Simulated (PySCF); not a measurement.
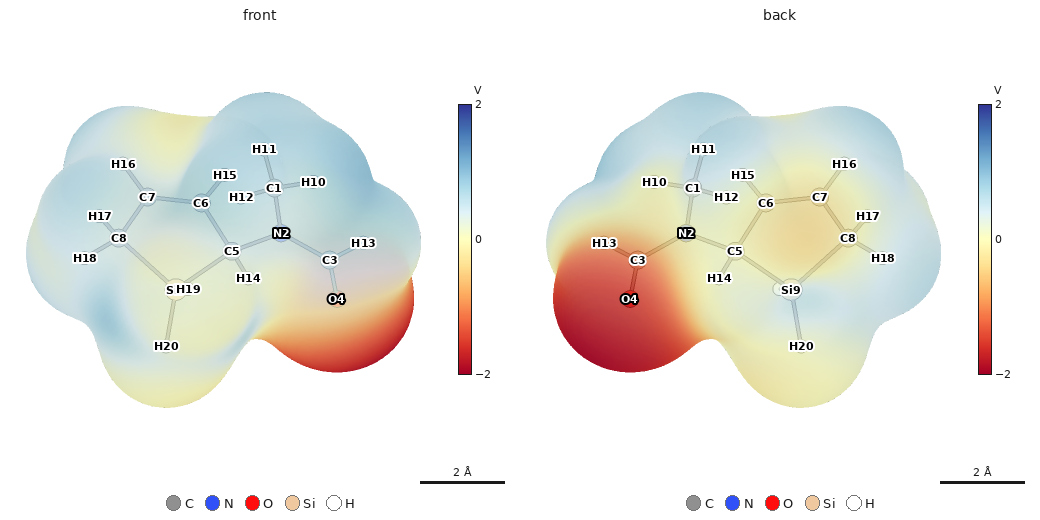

The picture shows: C6H11NOSi. The electrostatic potential painted on the density surface at 0.001 e/bohr³, seen from the front and from behind; red is negative and blue positive.

Geometry: GFN2-xTB.

Method: PBE0/pcSseg-1, SCF density, gas phase, non-relativistic in PySCF 2.14.0.

```xyz
20

C    -1.6623   -0.5567    0.9486
N    -1.3946   -0.1219   -0.3954
C    -2.3641    0.1813   -1.2676
O    -2.1927    0.5771   -2.3988
C    -0.0034    0.0445   -0.7844
C     0.8270   -1.1531   -0.4211
C     1.9234   -0.9724    0.2952
C     2.2923    0.4141    0.7337
Si    0.9166    1.5326    0.0243
H    -2.7351   -0.5356    1.1349
H    -1.2964   -1.5747    1.1046
H    -1.1624    0.0996    1.6650
H    -3.3745    0.0272   -0.8426
H    -0.0329    0.1495   -1.8750
H     0.5031   -2.1242   -0.7676
H     2.5744   -1.7888    0.5741
H     2.3746    0.4488    1.8216
H     3.2814    0.6698    0.3516
H     0.1208    2.1994    1.0597
H     1.3996    2.4941   -0.9637
```

Which sites attract a positive test charge, and which a negative one?

Answer. A positive charge is drawn to the negative regions and a negative charge to the positive ones. The most negative region (about −2.0 V, or −46 kcal/mol for a unit charge) lies over O4, the most positive (about +0.9 V, or +21 kcal/mol for a unit charge) over H10. O4 is the likeliest acceptor of a hydrogen bond.

What dipole moment does the calculation give?

Answer. Its dipole moment is 4.28 D.
